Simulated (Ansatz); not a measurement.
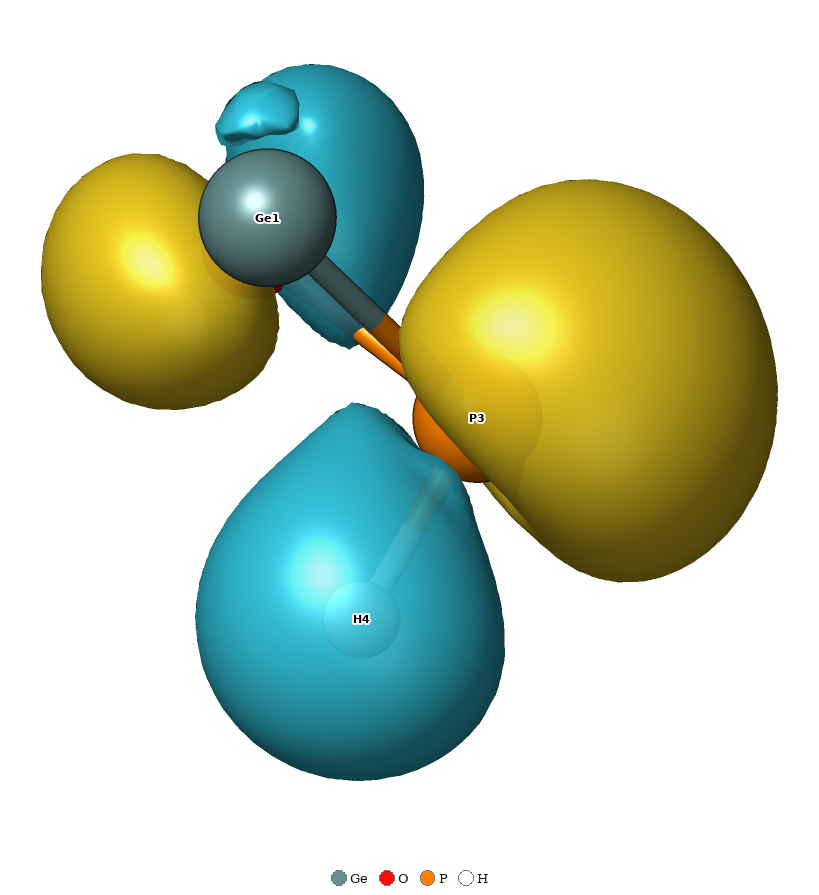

Figure. GeHOP (SMILES [O]1[PH]#[Ge]1). The HOMO−1 at ±0.1 Å⁻³ᐟ² (yellow and cyan are the two phases), seen at an oblique angle.

Geometry: PBE0-D3(BJ)/def2-SVP.

Computed with Ansatz, isolated molecule in a Gaussian basis; Kohn-Sham density functional theory, functional PBE0.

```xyz
4

Ge    1.0092    0.0341   -0.8655
O     0.2191    1.3804    0.0316
P    -1.1837    0.8008   -0.8462
H    -1.6382   -0.1872    0.1044
```

Describe this orbital and give its energy.

Answer. Its weight (Hirshfeld) is mainly on P3 (about 50 %), O2 (about 25 %), H4 (about 15 %) and Ge1 (about 10 %). Its energy is −7.72 eV.
